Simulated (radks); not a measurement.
System: the europium ion Eu²⁺, configuration [Xe] 4f7 (high spin). It sits in a hard spherical wall of radius 10 bohr. Computed with the in-house radial solver radks: scalar-relativistic Kohn-Sham, LDA (Slater exchange, Perdew-Wang correlation), spin-polarised, spherical densities, finite nucleus.

```
Z 63
configuration [Xe] 4f7 6s0 5d0 6p0
relativity scalar-relativistic
functional lda,pw
spin polarised
nucleus finite rms 5.1115 fm
wall 10 bohr
c 137.035999084
```

Wanted: the number of electrons inside radius r (solid) and the radial density 4πr²ρ (dashed).

The count levels off at 61 electrons. Half of them lie within 0.411 bohr, 90 % within 1.38 bohr and 99 % within 2.52 bohr. The radial density has minima at 0.0296, 0.127 and 0.379 bohr, where the count stands at 1.9, 11.2 and 29.2; these part the shells that the density resolves.

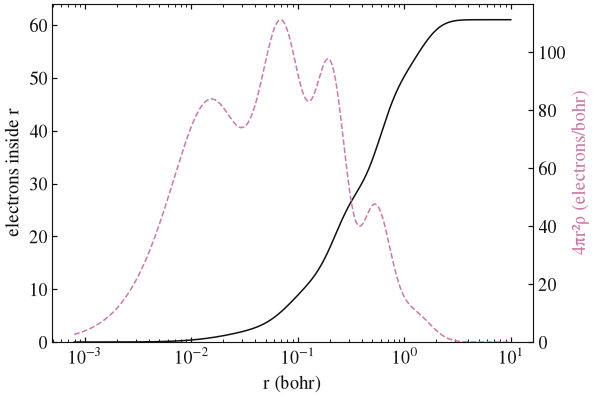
